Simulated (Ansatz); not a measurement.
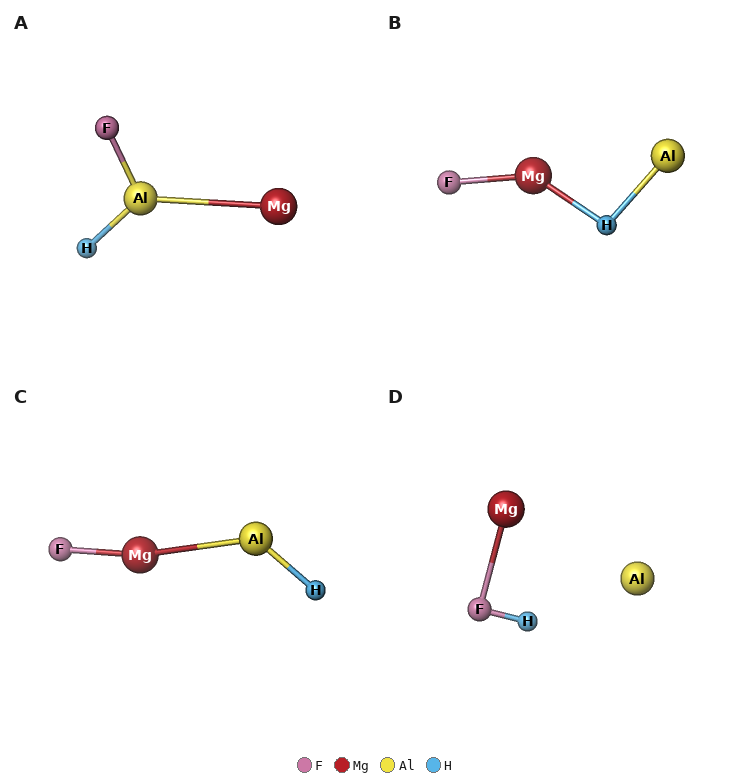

4 stationary structures of one formula. The species is neutral and a spin doublet. Geometries: PBE-D4/def2-SVP. Electronic energies: PBE-D4/def2-SVP (Ansatz 0.2.0), without zero-point energy. No frequency run is at hand to confirm each as a minimum.

**Rank them by energy, lowest first.**

A is lowest; C lies 8.5 kcal/mol above it, B lies 12.1 kcal/mol above it, D lies 49.9 kcal/mol above it (Cs).
